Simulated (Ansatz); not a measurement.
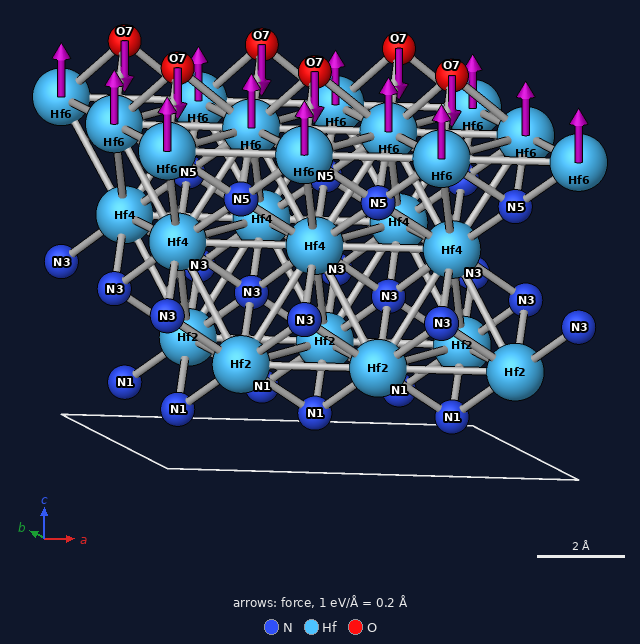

Starting geometry of a slab of composition Hf$_{3}$N$_{3}$O (cut from the Fm-3m phase) with the computed forces as purple arrows. Style: ball-and-stick. Shown: the 3 × 2 repeat of the cell, outlined in the plane, without the vacuum, from a free direction.

Case: O put at a hollow Hf-Hf-Hf site. The slab is the (1 1 1) face of HfN with O on it. 3 atoms are held fixed.

Level of theory: Ansatz 0.2.0, DFT PBEsol, scalar-relativistic, plane waves, PAW. Settings: plane-wave cutoff 420 eV; k-point mesh 9 × 9 × 1; occupations gaussian; smearing width 0.1 eV; no spin polarisation; dipole correction; atoms relaxed in a fixed cell; force threshold 0.03 eV/Å; at most 70 steps.

Q: Is this structure relaxed? If not, where do the atoms go?

A: It isn't relaxed: the largest force vector, on Hf6, is 6.48 eV/Å. The final displacements follow the starting forces only in part (cosine between the two patterns 0.79). O7 moves most: 0.50 Å along the normal (−c). Largest moves by element: O 0.50 Å, Hf 0.07 Å, N 0.06 Å. The lattice vectors keep their values. Near-neighbour distances that change, for instance: Hf6–O7 2.411 → 2.085 Å, Hf4–Hf6 3.131 → 3.210 Å, Hf4–N5 2.225 → 2.275 Å, Hf2–Hf4 3.220 → 3.200 Å. Among the angles between lasting bonds that change: Hf6–O7–Hf6 82.6° → 99.5°, Hf4–N5–Hf4 91.3° → 88.8°. Over 5 geometry steps the energy falls by 2.136 eV per cell of the calculation. Largest force component: 6.5 eV/Å at the start, 0.0009 eV/Å at the end.

Limits of the set-up: the cell has an odd number of electrons but was run without spin polarisation; the periodic images lie only 3.2 Å apart, so the values are limited by the cell's size.
